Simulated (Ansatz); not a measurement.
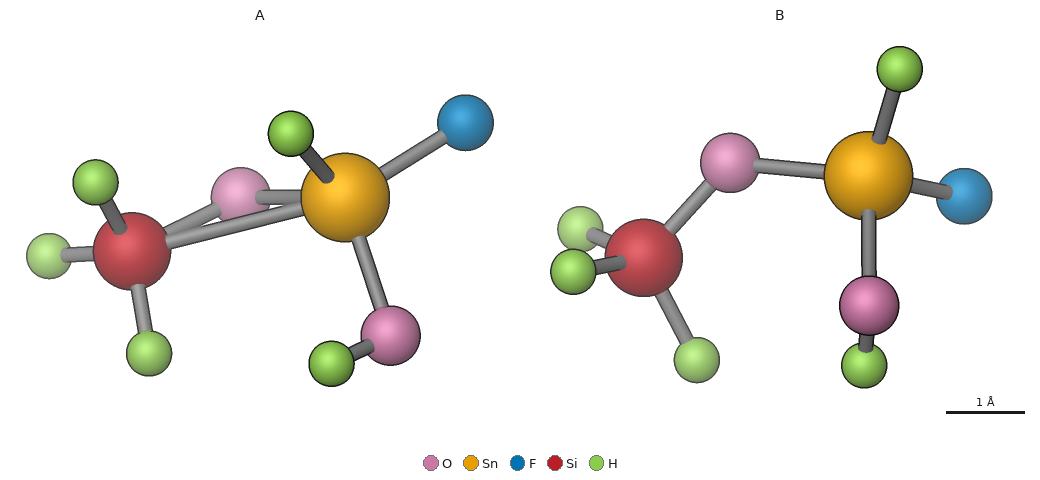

Two geometries of SnSiH5O2F (coarse preliminary run), drawn at one scale. One is the start of a relaxation, the other its converged end. The picture is a ball-and-stick view, seen at a tilt.

Method: RKS PBE-D4/def2-SVP (Ansatz 0.2.0). (force threshold 0.03 eV/Å; at most 200 steps)

Q: Which one is relaxed?

A: Structure B is the relaxed one. The start comes from a force field. After 22 accepted moves (27 points after the start) the energy has fallen by 15.7 kcal/mol. Largest force component: 2.2 eV/Å at the start, 0.017 eV/Å at the end. The line search rejected the trial steps at points 4, 7, 13, 16, 22 of the run. The largest move after the best rigid fit is that of an H atom, 1.43 Å. By element the largest moves are H 1.43 Å, F 1.14 Å, O 1.12 Å, Sn 0.43 Å, Si 0.14 Å. Among the contacts that change: Si–Sn 2.945 → 3.294 Å, H–Si 1.435 → 1.512 Å, H–O 1.047 → 0.979 Å, H–Sn 1.767 → 1.707 Å. Bond angles that change, for instance: Sn–O–Si 103.9° → 127.2°, Sn–O–H 104.4° → 109.6°, O–Sn–O 113.2° → 108.0°. Groups turn about O–Sn by about 150°, O–Sn by about 90°, O–Si by about 25°.
